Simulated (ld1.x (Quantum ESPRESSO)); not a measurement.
Pseudopotential generation: Yb (part 1 of 2)

System: ytterbium (Yb, Z = 70), core [Kr] 4d10 4f13, reference valence 5s2 5p6 5d1 6s1.75 6p0.25, valence charge 11.
Method: TM potential, LDA (PZ), scalar-relativistic, made with ld1.x (Quantum ESPRESSO) 7.5.

## Log
```
     Program LD1 v.7.5
     --------------------------- All-electron run ----------------------------

     Yb
     scalar relativistic calculation

     atomic number is 70.00
     dft =PZ   lsd =0 sic =0 latt =0  beta=0.20 tr2=1.0E-14
     Exchange-correlation= PZ
                           (   1   1   0   0   0   0   0)
     mesh =1269 r(mesh) =  99.63413 a.u. xmin = -7.00 dx = 0.01250
     1 Ry =  13.60569312 eV, c = 137.03599908

     n l     nl                  e(Ry)          e(Ha)          e(eV)
     1 0     1S 1( 2.00)     -4498.0554     -2249.0277    -61199.1615
     2 0     2S 1( 2.00)      -762.6402      -381.3201    -10376.2486
     2 1     2P 1( 6.00)      -672.4524      -336.2262     -9149.1812
     3 0     3S 1( 2.00)      -172.3468       -86.1734     -2344.8970
     3 1     3P 1( 6.00)      -145.1652       -72.5826     -1975.0730
     4 0     4S 1( 2.00)       -34.3379       -17.1690      -467.1913
     4 1     4P 1( 6.00)       -25.4024       -12.7012      -345.6174
     3 2     3D 1(10.00)      -112.0126       -56.0063     -1524.0089
     5 0     5S 1( 2.00)        -4.3987        -2.1994       -59.8480
     5 1     5P 1( 6.00)        -2.3162        -1.1581       -31.5129
     4 2     4D 1(10.00)       -13.6408        -6.8204      -185.5922
     4 3     4F 1(13.00)        -0.7478        -0.3739       -10.1745
     5 2     5D 1( 1.00)        -0.1708        -0.0854        -2.3242
     6 0     6S 1( 1.75)        -0.3642        -0.1821        -4.9549
     6 1     6P 1( 0.25)        -0.1161        -0.0581        -1.5797

     final scf error:  1.2E-15 reached in  34 iterations

     Etot =  -28101.921598 Ry,  -14050.960799 Ha, -382346.121423 eV

     Ekin =   30621.617603 Ry,   15310.808802 Ha,  416628.332041 eV
     Encl =  -69161.003765 Ry,  -34580.501882 Ha, -940983.393299 eV
     Eh   =   11004.940189 Ry,    5502.470094 Ha,  149729.839043 eV
     Exc  =    -567.475625 Ry,    -283.737812 Ha,   -7720.899208 eV

     normalization and overlap integrals

     s(1S/1S) =  1.000000  <r> =   0.0197  <r2> =    0.0005  r(max) =   0.0125
     s(2S/2S) =  1.000000  <r> =   0.0834  <r2> =    0.0082  r(max) =   0.0708
     s(2P/2P) =  1.000000  <r> =   0.0742  <r2> =    0.0067  r(max) =   0.0572
     s(3S/3S) =  1.000000  <r> =   0.2169  <r2> =    0.0538  r(max) =   0.1997
     s(3P/3P) =  1.000000  <r> =   0.2164  <r2> =    0.0543  r(max) =   0.1972
     s(4S/4S) =  1.000000  <r> =   0.4878  <r2> =    0.2687  r(max) =   0.4557
     s(4P/4P) =  1.000000  <r> =   0.5179  <r2> =    0.3053  r(max) =   0.4790
     s(3D/3D) =  1.000000  <r> =   0.1962  <r2> =    0.0451  r(max) =   0.1595
     s(5S/5S) =  1.000000  <r> =   1.1914  <r2> =    1.5996  r(max) =   1.0661
     s(5P/5P) =  1.000000  <r> =   1.4167  <r2> =    2.2889  r(max) =   1.2080
     s(4D/4D) =  1.000000  <r> =   0.5587  <r2> =    0.3626  r(max) =   0.4912
     s(4F/4F) =  1.000000  <r> =   0.7406  <r2> =    0.7306  r(max) =   0.4790
     s(5D/5D) =  1.000000  <r> =   2.8145  <r2> =   10.0302  r(max) =   1.8478
     s(6S/6S) =  1.000000  <r> =   3.6336  <r2> =   15.0632  r(max) =   3.0465
     s(6P/6P) =  1.000000  <r> =   5.2938  <r2> =   32.4755  r(max) =   4.3232

     ------------------------ End of All-electron run ------------------------

     --------------------- Generating NC pseudopotential ---------------------

      Generating local pot.: lloc=0, matching radius rcloc =   1.1000

      Computing core charge for nlcc:

       r > 0.81 : true rho core
       r < 0.81 : rho core = a sin(br)/r    a=  52.35  b=   3.21

      Integrated core pseudo-charge :  21.84

      Wfc   5P  rcut= 2.174  Using Troullier-Martins method

      Wfc   5D  rcut= 3.325  Using Troullier-Martins method

      Wfc   5F  rcut= 2.655  Using Troullier-Martins method

     ------------------- End of pseudopotential generation -------------------

     --------------------------- All-electron run ----------------------------

     Yb
     scalar relativistic calculation

     atomic number is 70.00
     dft =PZ   lsd =0 sic =0 latt =0  beta=0.20 tr2=1.0E-14
     Exchange-correlation= PZ
                           (   1   1   0   0   0   0   0)
     mesh =1269 r(mesh) =  99.63413 a.u. xmin = -7.00 dx = 0.01250
     1 Ry =  13.60569312 eV, c = 137.03599908

     n l     nl                  e(Ry)          e(Ha)          e(eV)
     1 0     1S 1( 2.00)     -4498.0554     -2249.0277    -61199.1615
     2 0     2S 1( 2.00)      -762.6402      -381.3201    -10376.2486
     2 1     2P 1( 6.00)      -672.4524      -336.2262     -9149.1812
     3 0     3S 1( 2.00)      -172.3468       -86.1734     -2344.8970
     3 1     3P 1( 6.00)      -145.1652       -72.5826     -1975.0730
     4 0     4S 1( 2.00)       -34.3379       -17.1690      -467.1913
     4 1     4P 1( 6.00)       -25.4024       -12.7012      -345.6174
     3 2     3D 1(10.00)      -112.0126       -56.0063     -1524.0089
     5 0     5S 1( 2.00)        -4.3987        -2.1994       -59.8480
     5 1     5P 1( 6.00)        -2.3162        -1.1581       -31.5129
     4 2     4D 1(10.00)       -13.6408        -6.8204      -185.5922
     4 3     4F 1(13.00)        -0.7478        -0.3739       -10.1745
     5 2     5D 1( 1.00)        -0.1708        -0.0854        -2.3242
     6 0     6S 1( 1.75)        -0.3642        -0.1821        -4.9549
     6 1     6P 1( 0.25)        -0.1161        -0.0581        -1.5797

     final scf error:  1.2E-15 reached in  34 iterations

     Etot =  -28101.921598 Ry,  -14050.960799 Ha, -382346.121423 eV

     Ekin =   30621.617603 Ry,   15310.808802 Ha,  416628.332041 eV
     Encl =  -69161.003765 Ry,  -34580.501882 Ha, -940983.393299 eV
     Eh   =   11004.940189 Ry,    5502.470094 Ha,  149729.839043 eV
     Exc  =    -567.475625 Ry,    -283.737812 Ha,   -7720.899208 eV

     normalization and overlap integrals

     s(1S/1S) =  1.000000  <r> =   0.0197  <r2> =    0.0005  r(max) =   0.0125
     s(2S/2S) =  1.000000  <r> =   0.0834  <r2> =    0.0082  r(max) =   0.0708
     s(2P/2P) =  1.000000  <r> =   0.0742  <r2> =    0.0067  r(max) =   0.0572
     s(3S/3S) =  1.000000  <r> =   0.2169  <r2> =    0.0538  r(max) =   0.1997
     s(3P/3P) =  1.000000  <r> =   0.2164  <r2> =    0.0543  r(max) =   0.1972
     s(4S/4S) =  1.000000  <r> =   0.4878  <r2> =    0.2687  r(max) =   0.4557
     s(4P/4P) =  1.000000  <r> =   0.5179  <r2> =    0.3053  r(max) =   0.4790
     s(3D/3D) =  1.000000  <r> =   0.1962  <r2> =    0.0451  r(max) =   0.1595
     s(5S/5S) =  1.000000  <r> =   1.1914  <r2> =    1.5996  r(max) =   1.0661
     s(5P/5P) =  1.000000  <r> =   1.4167  <r2> =    2.2889  r(max) =   1.2080
     s(4D/4D) =  1.000000  <r> =   0.5587  <r2> =    0.3626  r(max) =   0.4912
     s(4F/4F) =  1.000000  <r> =   0.7406  <r2> =    0.7306  r(max) =   0.4790
     s(5D/5D) =  1.000000  <r> =   2.8145  <r2> =   10.0302  r(max) =   1.8478
     s(6S/6S) =  1.000000  <r> =   3.6336  <r2> =   15.0632  r(max) =   3.0465
     s(6P/6P) =  1.000000  <r> =   5.2938  <r2> =   32.4755  r(max) =   4.3232

     ------------------------ End of All-electron run ------------------------

     Computing logarithmic derivative in   3.65200
     Computing logarithmic derivative in   3.65200
     Computing the partial wave expansion
       no projector for channel:   0
     R is outside the sphere for l=    1 j= 0.00
     R is outside the sphere for l=    2 j= 0.00
     R is outside the sphere for l=    3 j= 0.00

     ---------------------- Testing the pseudopotential ----------------------

     Yb
     scalar relativistic calculation

     atomic number is 70.00   valence charge is 11.00
     dft =PZ   lsd =0 sic =0 latt =0  beta=0.20 tr2=1.0E-14
     mesh =1269 r(mesh) =  99.63413 xmin = -7.00 dx = 0.01250

     n l     nl             e AE (Ry)        e PS (Ry)    De AE-PS (Ry)
     1 0     5S   1( 2.00)       -4.39875       -4.39882        0.00008
     2 1     5P   1( 6.00)       -2.31615       -2.31615        0.00000
     3 2     5D   1( 1.00)       -0.17082       -0.17082        0.00000
     2 0     6S   1( 1.75)       -0.36418       -0.36756        0.00339
     3 1     6P   1( 0.25)       -0.11610       -0.11780        0.00170

     eps = 3.8E-15  iter = 26

     Etot =  -28101.921598 Ry,  -14050.960799 Ha, -382346.121423 eV
     Etotps =  -134.241543 Ry,     -67.120772 Ha,   -1826.449242 eV

     Ekin =      24.478941 Ry,      12.239470 Ha,     333.052958 eV
     Encl =    -154.308975 Ry,     -77.154487 Ha,   -2099.480557 eV
     Ehrt =      61.355722 Ry,      30.677861 Ha,     834.787126 eV
     Ecxc =     -66.403091 Ry,     -33.201546 Ha,    -903.460084 eV
     (Ecc =     -50.898067 Ry,     -25.449033 Ha,    -692.503479 eV)
     Epseu=       0.635860 Ry,       0.317930 Ha,       8.651316 eV

     ---------------------- End of pseudopotential test ----------------------
```

## Output of the test run (extracts)
```
     ---------------------- Testing the pseudopotential ----------------------

     Yb
     scalar relativistic calculation

     atomic number is 70.00   valence charge is 11.00
     dft =PZ   lsd =0 sic =0 latt =0  beta=0.20 tr2=1.0E-14
     mesh =1269 r(mesh) =  99.63413 xmin = -7.00 dx = 0.01250

     n l     nl             e AE (Ry)        e PS (Ry)    De AE-PS (Ry)
     1 0     5S   1( 2.00)       -4.39875       -4.39882        0.00008
     2 1     5P   1( 6.00)       -2.31615       -2.31615        0.00000
     3 2     5D   1( 1.00)       -0.17082       -0.17082        0.00000
     2 0     6S   1( 1.75)       -0.36418       -0.36756        0.00339
     3 1     6P   1( 0.25)       -0.11610       -0.11780        0.00170

     eps = 5.3E-15  iter = 25

     Etot =  -28101.921598 Ry,  -14050.960799 Ha, -382346.121423 eV
     Etotps =  -134.241544 Ry,     -67.120772 Ha,   -1826.449248 eV

     Ekin =      24.478941 Ry,      12.239470 Ha,     333.052957 eV
     Encl =    -154.308976 Ry,     -77.154488 Ha,   -2099.480572 eV
     Ehrt =      61.355723 Ry,      30.677861 Ha,     834.787136 eV
     Ecxc =     -66.403092 Ry,     -33.201546 Ha,    -903.460085 eV
     (Ecc =     -50.898067 Ry,     -25.449033 Ha,    -692.503479 eV)
     Epseu=       0.635860 Ry,       0.317930 Ha,       8.651316 eV

     ---------------------- End of pseudopotential test ----------------------

     ---------------------- Testing the pseudopotential ----------------------

     Yb
     scalar relativistic calculation

     atomic number is 70.00   valence charge is 11.00
     dft =PZ   lsd =0 sic =0 latt =0  beta=0.20 tr2=1.0E-14
     mesh =1269 r(mesh) =  99.63413 xmin = -7.00 dx = 0.01250

     n l     nl             e AE (Ry)        e PS (Ry)    De AE-PS (Ry)
     1 0     5S   1( 2.00)       -4.37090       -4.37193        0.00104
     2 1     5P   1( 6.00)       -2.28853       -2.28957        0.00103
     3 2     5D   1( 1.00)       -0.14926       -0.15016        0.00090
     2 0     6S   1( 2.00)       -0.34712       -0.35105        0.00393
     3 1     6P   1( 0.00)       -0.10259       -0.10625        0.00365

     eps = 8.2E-15  iter = 18

     Etot =  -28101.983135 Ry,  -14050.991568 Ha, -382346.958688 eV
     Etotps =  -134.303361 Ry,     -67.151680 Ha,   -1827.290314 eV
     dEtot_ae =      -0.061538 Ry
     dEtot_ps =      -0.061817 Ry,   Delta E=       0.000279 Ry

     Ekin =      24.463112 Ry,      12.231556 Ha,     332.837601 eV
     Encl =    -154.592873 Ry,     -77.296437 Ha,   -2103.343192 eV
     Ehrt =      61.627654 Ry,      30.813827 Ha,     838.486947 eV
     Ecxc =     -66.433383 Ry,     -33.216691 Ha,    -903.872217 eV
     (Ecc =     -50.898067 Ry,     -25.449033 Ha,    -692.503479 eV)
     Epseu=       0.632129 Ry,       0.316064 Ha,       8.600548 eV

     ---------------------- End of pseudopotential test ----------------------

     ---------------------- Testing the pseudopotential ----------------------

     Yb
     scalar relativistic calculation

     atomic number is 70.00   valence charge is 11.00
     dft =PZ   lsd =0 sic =0 latt =0  beta=0.20 tr2=1.0E-14
     mesh =1269 r(mesh) =  99.63413 xmin = -7.00 dx = 0.01250

     n l     nl             e AE (Ry)        e PS (Ry)    De AE-PS (Ry)
     1 0     5S   1( 2.00)       -4.86908       -4.88586        0.01678  !
     2 1     5P   1( 6.00)       -2.78583       -2.80128        0.01545  !
     3 2     5D   1( 1.00)       -0.60512       -0.62068        0.01556  !
     2 0     6S   1( 1.00)       -0.76098       -0.78494        0.02396  !
     3 1     6P   1( 0.00)       -0.45051       -0.47806        0.02755  !

     eps = 6.6E-15  iter = 21

     Etot =  -28101.434051 Ry,  -14050.717026 Ha, -382339.488019 eV
     Etotps =  -133.740956 Ry,     -66.870478 Ha,   -1819.638401 eV
     dEtot_ae =       0.487546 Ry
     dEtot_ps =       0.500588 Ry,   Delta E=      -0.013042 Ry

     Ekin =      24.304893 Ry,      12.152446 Ha,     330.684911 eV
     Encl =    -149.043704 Ry,     -74.521852 Ha,   -2027.842895 eV
     Ehrt =      56.350944 Ry,      28.175472 Ha,     766.693653 eV
     Ecxc =     -66.005578 Ry,     -33.002789 Ha,    -898.051637 eV
     (Ecc =     -50.898067 Ry,     -25.449033 Ha,    -692.503479 eV)
     Epseu=       0.652489 Ry,       0.326245 Ha,       8.877567 eV

     ---------------------- End of pseudopotential test ----------------------

     ---------------------- Testing the pseudopotential ----------------------

     Yb
     scalar relativistic calculation

     atomic number is 70.00   valence charge is 11.00
     dft =PZ   lsd =0 sic =0 latt =0  beta=0.20 tr2=1.0E-14
     mesh =1269 r(mesh) =  99.63413 xmin = -7.00 dx = 0.01250

     n l     nl             e AE (Ry)        e PS (Ry)    De AE-PS (Ry)
     1 0     5S   1( 2.00)       -5.45415       -5.49158        0.03743  !
     2 1     5P   1( 6.00)       -3.36735       -3.40153        0.03418  !
     3 2     5D   1( 1.00)       -1.12933       -1.16741        0.03808  !
     2 0     6S   1( 0.00)       -1.20988       -1.27418        0.06431  !
     3 1     6P   1( 0.00)       -0.83128       -0.91036        0.07908  !

     eps = 6.9E-15  iter = 20

     Etot =  -28100.449470 Ry,  -14050.224735 Ha, -382326.092101 eV
     Etotps =  -132.715185 Ry,     -66.357592 Ha,   -1805.682078 eV
     dEtot_ae =       1.472128 Ry
     dEtot_ps =       1.526359 Ry,   Delta E=      -0.054231 Ry

     Ekin =      23.905980 Ry,      11.952990 Ha,     325.257433 eV
     Encl =    -142.477710 Ry,     -71.238855 Ha,   -1938.507994 eV
     Ehrt =      50.688278 Ry,      25.344139 Ha,     689.649159 eV
     Ecxc =     -65.505729 Ry,     -32.752865 Ha,    -891.250848 eV
     (Ecc =     -50.898067 Ry,     -25.449033 Ha,    -692.503479 eV)
     Epseu=       0.673995 Ry,       0.336998 Ha,       9.170173 eV

     ---------------------- End of pseudopotential test ----------------------

     ---------------------- Testing the pseudopotential ----------------------

     Yb
     scalar relativistic calculation

     atomic number is 70.00   valence charge is 11.00
     dft =PZ   lsd =0 sic =0 latt =0  beta=0.20 tr2=1.0E-14
     mesh =1269 r(mesh) =  99.63413 xmin = -7.00 dx = 0.01250

     n l     nl             e AE (Ry)        e PS (Ry)    De AE-PS (Ry)
     1 0     5S   1( 2.00)       -6.32633       -6.37105        0.04472  !
     2 1     5P   1( 6.00)       -4.21782       -4.25866        0.04084  !
     3 2     5D   1( 0.00)       -1.85901       -1.90616        0.04715  !
     2 0     6S   1( 0.00)       -1.78074       -1.88788        0.10714  !
     3 1     6P   1( 0.00)       -1.31059       -1.44883        0.13824  !

     eps = 8.3E-15  iter = 11

     Etot =  -28098.963862 Ry,  -14049.481931 Ha, -382305.879375 eV
     Etotps =  -131.186588 Ry,     -65.593294 Ha,   -1784.884464 eV
     dEtot_ae =       2.957736 Ry
     dEtot_ps =       3.054955 Ry,   Delta E=      -0.097219 Ry

     Ekin =      22.128504 Ry,      11.064252 Ha,     301.073631 eV
     Encl =    -132.407651 Ry,     -66.203826 Ha,   -1801.497873 eV
     Ehrt =      43.267434 Ry,      21.633717 Ha,     588.683429 eV
     Ecxc =     -64.729731 Ry,     -32.364865 Ha,    -880.692853 eV
     (Ecc =     -50.898067 Ry,     -25.449033 Ha,    -692.503479 eV)
     Epseu=       0.554856 Ry,       0.277428 Ha,       7.549201 eV

     ---------------------- End of pseudopotential test ----------------------

     ---------------------- Testing the pseudopotential ----------------------

     Yb
     scalar relativistic calculation

     atomic number is 70.00   valence charge is 11.00
     dft =PZ   lsd =0 sic =0 latt =0  beta=0.20 tr2=1.0E-14
     mesh =1269 r(mesh) =  99.63413 xmin = -7.00 dx = 0.01250

     n l     nl             e AE (Ry)        e PS (Ry)    De AE-PS (Ry)
     1 0     5S   1( 2.00)       -4.32549       -4.32749        0.00200
     2 1     5P   1( 6.00)       -2.24633       -2.24827        0.00194
     3 2     5D   1( 1.50)       -0.12798       -0.13007        0.00209
     2 0     6S   1( 1.50)       -0.33580       -0.34103        0.00523  !
     3 1     6P   1( 0.00)       -0.09952       -0.10358        0.00405

     eps = 1.4E-15  iter = 20

     Etot =  -28101.881703 Ry,  -14050.940851 Ha, -382345.578624 eV
     Etotps =  -134.200284 Ry,     -67.100142 Ha,   -1825.887875 eV
     dEtot_ae =       0.039895 Ry
     dEtot_ps =       0.041260 Ry,   Delta E=      -0.001365 Ry

     Ekin =      24.777732 Ry,      12.388866 Ha,     337.118224 eV
     Encl =    -155.200140 Ry,     -77.600070 Ha,   -2111.605483 eV
     Ehrt =      62.027368 Ry,      31.013684 Ha,     843.925340 eV
     Ecxc =     -66.471937 Ry,     -33.235969 Ha,    -904.396779 eV
     (Ecc =     -50.898067 Ry,     -25.449033 Ha,    -692.503479 eV)
     Epseu=       0.666693 Ry,       0.333347 Ha,       9.070822 eV

     ---------------------- End of pseudopotential test ----------------------

     ---------------------- Testing the pseudopotential ----------------------

     Yb
     scalar relativistic calculation

     atomic number is 70.00   valence charge is 11.00
     dft =PZ   lsd =0 sic =0 latt =0  beta=0.20 tr2=1.0E-14
     mesh =1269 r(mesh) =  99.63413 xmin = -7.00 dx = 0.01250

     n l     nl             e AE (Ry)        e PS (Ry)    De AE-PS (Ry)
     1 0     5S   1( 2.00)       -4.47868       -4.47690       -0.00177
     2 1     5P   1( 6.00)       -2.39526       -2.39315       -0.00210
     3 2     5D   1( 1.00)       -0.23201       -0.23022       -0.00178
     2 0     6S   1( 1.00)       -0.41117       -0.41367        0.00250
     3 1     6P   1( 1.00)       -0.15043       -0.14890       -0.00153

     eps = 9.3E-15  iter = 21

     Etot =  -28101.730898 Ry,  -14050.865449 Ha, -382343.526820 eV
     Etotps =  -134.048559 Ry,     -67.024280 Ha,   -1823.823562 eV
     dEtot_ae =       0.190700 Ry
     dEtot_ps =       0.192984 Ry,   Delta E=      -0.002285 Ry

     Ekin =      24.527492 Ry,      12.263746 Ha,     333.713531 eV
     Encl =    -153.484118 Ry,     -76.742059 Ha,   -2088.257810 eV
     Ehrt =      60.580667 Ry,      30.290334 Ha,     824.241967 eV
     Ecxc =     -66.319738 Ry,     -33.159869 Ha,    -902.326009 eV
     (Ecc =     -50.898067 Ry,     -25.449033 Ha,    -692.503479 eV)
     Epseu=       0.647138 Ry,       0.323569 Ha,       8.804758 eV

     ---------------------- End of pseudopotential test ----------------------

     ---------------------- Testing the pseudopotential ----------------------

     Yb
     scalar relativistic calculation

     atomic number is 70.00   valence charge is 11.00
     dft =PZ   lsd =0 sic =0 latt =0  beta=0.20 tr2=1.0E-14
     mesh =1269 r(mesh) =  99.63413 xmin = -7.00 dx = 0.01250

     n l     nl             e AE (Ry)        e PS (Ry)    De AE-PS (Ry)
     1 0     5S   1( 2.00)       -4.97476       -4.98757        0.01281  !
     2 1     5P   1( 6.00)       -2.88954       -2.90085        0.01131  !
     3 2     5D   1( 1.00)       -0.68605       -0.69778        0.01173  !
     2 0     6S   1( 0.00)       -0.82102       -0.84167        0.02066  !
     3 1     6P   1( 1.00)       -0.50279       -0.52061        0.01782  !

     eps = 2.3E-16  iter = 14

     Etot =  -28101.120286 Ry,  -14050.560143 Ha, -382335.219017 eV
     Etotps =  -133.426978 Ry,     -66.713489 Ha,   -1815.366512 eV
     dEtot_ae =       0.801312 Ry
     dEtot_ps =       0.814566 Ry,   Delta E=      -0.013254 Ry

     Ekin =      24.368634 Ry,      12.184317 Ha,     331.552154 eV
     Encl =    -147.963791 Ry,     -73.981896 Ha,   -2013.149936 eV
     Ehrt =      55.401425 Ry,      27.700712 Ha,     753.774785 eV
     Ecxc =     -65.900875 Ry,     -32.950438 Ha,    -896.627084 eV
     (Ecc =     -50.898067 Ry,     -25.449033 Ha,    -692.503479 eV)
     Epseu=       0.667630 Ry,       0.333815 Ha,       9.083568 eV

     ---------------------- End of pseudopotential test ----------------------
```

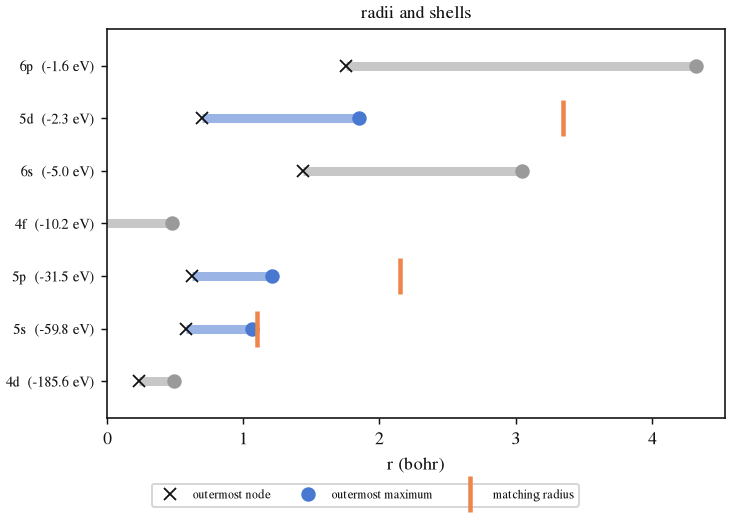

Figure 1. Outer shells of the all-electron reference atom: each bar runs from the outermost node (or the nucleus) to the outermost maximum of u(r); the tick is the radius chosen for the pseudo-wave. Shells without a tick have no pseudo-wave of their own. Levels, nodes and maxima are from ld1.x, scalar-relativistic.

- Radii against the shells: 5s: 1.10 bohr, outside the maximum; 5p: 2.15 bohr, outside the maximum; 5d: 3.35 bohr, outside the maximum.

(Continued in part 2.) Outcome of the run: generated, with a ghost state.
